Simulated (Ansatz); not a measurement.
# BBrClH2N: the cost of one run

Program: the Python package of Ansatz 0.2.0. Level of theory: CAM-B3LYP/def2-SVP. These are calculated values, not measurements.

**1. Starting point**

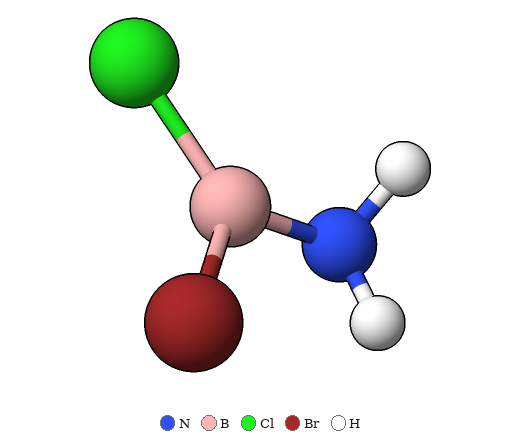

The starting structure, viewed from a chosen angle; nitrogen blue, boron pink, chlorine green, bromine red, hydrogen white.

No structure file is read: the coordinates are typed or built in the script.

**2. The code**

scan.py reads:

```python
'''Stretching a bond of BBrClH2N, the rest held rigid.'''

import ansatz as az
import numpy as np

params = {
    'basis_set': 'def2-SVP',
    'xc': 'CAM-B3LYP',
}


def main() -> None:
    geometry_ang = [
        ('N', (0.6466, 0.7221, 0.1824)),
        ('B', (-0.4445, -0.246, -0.2954)),
        ('Cl', (-2.2513, 0.2399, -0.3849)),
        ('Br', (0.1847, -2.0736, -0.8623)),
        ('H', (1.5298, 0.2839, 0.1494)),
        ('H', (0.3768, 1.0096, 1.1646)),
    ]
    molecule = az.Crystal.molecule()
    for symbol, xyz in geometry_ang:
        molecule = molecule.atom(symbol, xyz)

    symbols = [site.symbol for site in molecule.cartesian_sites]
    start = np.array([site.position_ang for site in molecule.cartesian_sites])
    axis = (start[1] - start[0]) / np.linalg.norm(start[1] - start[0])
    moving = [1, 2, 3]
    lengths, energies = [1.351, 1.412, 1.474, 1.535, 1.596, 1.658, 1.719, 1.811], []
    for length in lengths:
        xyz = start.copy()
        xyz[moving] += (length - np.linalg.norm(start[1] - start[0])) * axis
        point = az.Crystal.molecule()
        for symbol, xyz in zip(symbols, xyz):
            point = point.atom(symbol, xyz.tolist())
        calc = point.calculation().basis(gaussian=params['basis_set']).functional(params['xc']).accuracy('high')
        report = calc.run(threads=1, backend='cpu').report
        energies.append(report['free_energy_ev'])
        print(f'r = {length:6.3f} A  E = {energies[-1]:.5f} eV  <S^2> = {abs(report["mean_field"]["state"]["spin_squared"]):.3f}')

    # quartic fit about the minimum
    fit = np.polynomial.Polynomial.fit(lengths, np.array(energies) - min(energies), 4).convert()
    roots = [r.real for r in fit.deriv().roots() if abs(r.imag) < 1e-9 and fit.deriv(2)(r.real) > 0]
    r_e = min(roots, key=lambda r: abs(r - lengths[int(np.argmin(energies))]))
    print(f'minimum of the fit at {r_e:.4f} A, force constant {fit.deriv(2)(r_e):.2f} eV/A^2')


if __name__ == '__main__':
    main()
```

**3. The calls as engine input**

The engine receives this input (first run):

```yaml
crystal:
  periodic: [false, false, false]
  atoms:
    - { symbol: "N", position_ang: [0.6466, 0.7221, 0.1824] }
    - { symbol: B, position_ang: [-0.31375404818427277, -0.12999307492181694, -0.23814547174635278] }
    - { symbol: Cl, position_ang: [-2.120554048184273, 0.35590692507818306, -0.32764547174635283] }
    - { symbol: Br, position_ang: [0.3154459518157272, -1.957593074921817, -0.8050454717463528] }
    - { symbol: H, position_ang: [1.5298, 0.2839, 0.1494] }
    - { symbol: H, position_ang: [0.3768, 1.0096, 1.1646] }
accuracy: high
basis:
  gaussian:
    orbitals: def2-SVP
hamiltonian:
  xc: cam_b3lyp
```

**4. Launch**

Command:

```sh
python scan.py
```

Q: Estimate wall time and peak memory on 1 thread of Intel Xeon 6975P-C (Granite Rapids), shared host.

About 37 s, with a peak of 0.43 GiB.
